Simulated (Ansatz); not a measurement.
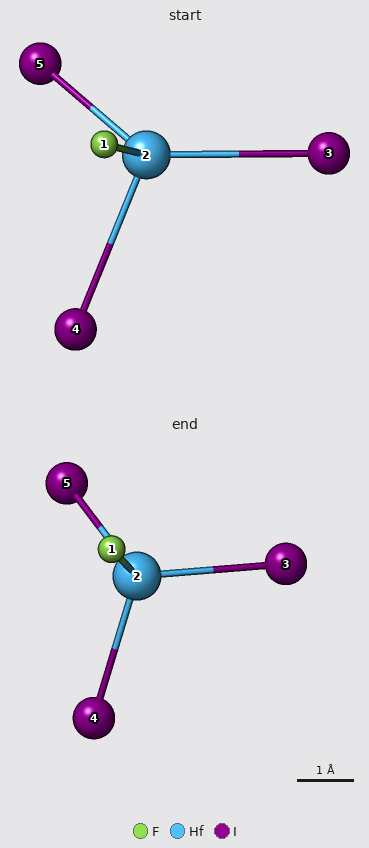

The structure of HfI₃F (coarse preliminary run) before (top) and after (bottom) a relaxation, at one scale.

A ball-and-stick model, seen at a tilt.

The start comes from a force field.

Method: RKS PBE-D4/def2-SVP in Ansatz 0.2.0. Set-up: force threshold 0.03 eV/Å; at most 200 steps.

### What changed between the two?

The atom that moves furthest after the best rigid fit is I3 (0.78 Å). By element the largest moves are I 0.78 Å, Hf 0.37 Å, F 0.26 Å. Near-neighbour distances that change, for instance: Hf2–I4 3.385 → 2.703 Å, Hf2–I3 3.274 → 2.702 Å, F1–Hf2 2.374 → 1.900 Å, Hf2–I5 3.001 → 2.701 Å. Among the angles between lasting bonds that change: I3–Hf2–I5 130.1° → 109.7°, F1–Hf2–I4 89.8° → 109.2°, I4–Hf2–I5 104.0° → 109.9°. Over 6 geometry steps the energy falls by 452.1 kJ/mol. Largest force component: 4.2 eV/Å at the start, 0.019 eV/Å at the end. The run took 18 s on 4 threads of Arm Neoverse V1, on a shared host.
